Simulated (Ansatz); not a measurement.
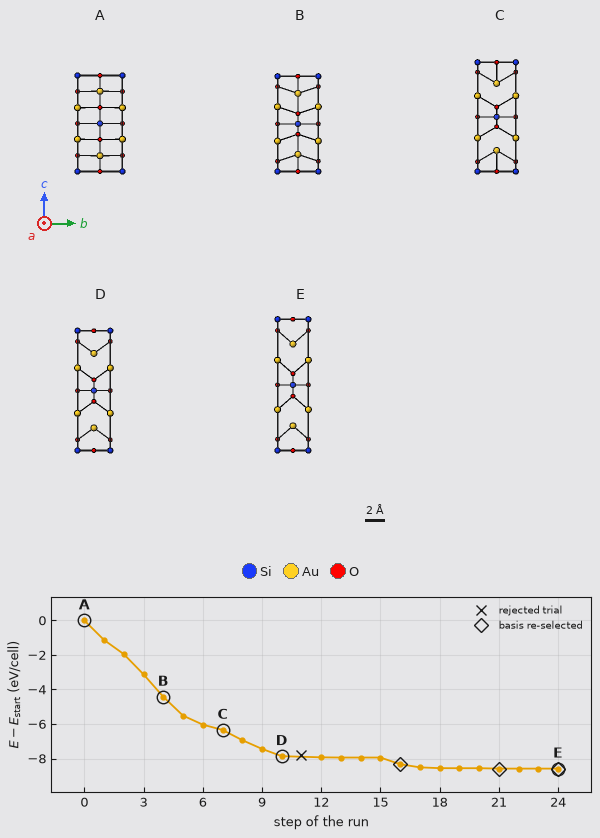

Frames of a relaxation of solid SiAu2O3 (built on the NaPr2Se3-71 type type), marked on the history of the run. Style: ball-and-stick. Shown: the conventional cell (2 times the calculation's cell), along the a axis. Lengths and directions refer to the drawn axes.

These are results of DFT, PBEsol, plane waves, PAW (Ansatz), not measurements.

The input:
```yaml
crystal:
  lattice:
    - [-1.71926233, 2.43456009, 5.20942102]
    - [1.71926233, -2.43456009, 5.20942102]
    - [1.71926233, 2.43456009, -5.20942102]
  atoms:
    - { symbol: Si, position: [0.0, 0.0, 0.0] }
    - { symbol: Au, position: [0.66414426, 0.66414426, 0.0] }
    - { symbol: Au, position: [0.33585574, 0.33585574, 0.0] }
    - { symbol: O, position: [0.5, 0.0, 0.5] }
    - { symbol: O, position: [0.16675615, 0.66675615, 0.5] }
    - { symbol: O, position: [0.83324385, 0.33324385, 0.5] }
kpoints:
  mp_grid: { grid: [8, 8, 8] }
hamiltonian:
  xc: pbesol
scf:
  occupations: { method: fermi_dirac, width: 0.03 }
relax:
  f_tol: 0.01
  cell: {}
  max_steps: 120
```

Run as
```bash
ansatz run input.yaml --threads 2 --pin off --max-ram 2211MiB --backend cpu --events-out ev --progress --plain --runs-dir out
```

> Describe the path.

The largest moves relative to the cell, 1.16 Å, are those of O5 and O6. O6 goes along +c. By element the largest moves are O 1.16 Å, Au 0.35 Å. Si stays in place. Cell: a 3.439 → 2.798 Å (−18.6 %), b 4.869 → 3.344 Å (−31.3 %), c 10.419 → 14.240 Å (+36.7 %). Volume −23.6 %. Near-neighbour distances that change, for instance: Au2–O6 2.462 → 3.509 Å, Si1–Au2 3.499 → 4.435 Å, Si1–O4 2.435 → 1.672 Å, Si1–Si1 3.439 → 2.798 Å. Bonds break, among them: Au2–O6 (2.46 → 3.51 Å), Au3–O5 (2.46 → 3.51 Å). Bond angles that change, for instance: O5–Au2–O5 178.7° → 97.5°, Au2–O5–Au2 178.7° → 97.5°. The space group stays Immm (No. 71). Over 20 accepted moves (24 points after the start) the energy falls by 8.584 eV per cell of the calculation. The largest force component goes from 1 to 0.00028 eV/Å. The pressure goes from −17.79 to 0.00 GPa. The line search rejected the trial step at point 11 of the run. At 3 points the geometry stayed and the basis and grid were re-selected for the new cell (energy shift of 0.387 eV per cell of the calculation at most each time). From step 0 to 4: O atoms move most (0.61 Å), volume −23.2 %, energy −4.424 eV per cell of the calculation. From step 4 to 7: O atoms move most (0.21 Å), volume −4.1 %, energy −1.919 eV per cell of the calculation. From step 7 to 10: Au atoms move most (0.05 Å), volume −0.3 %, energy −1.520 eV per cell of the calculation. From step 10 to 24: O atoms move most (0.06 Å), volume +4.0 %, energy −0.721 eV per cell of the calculation.
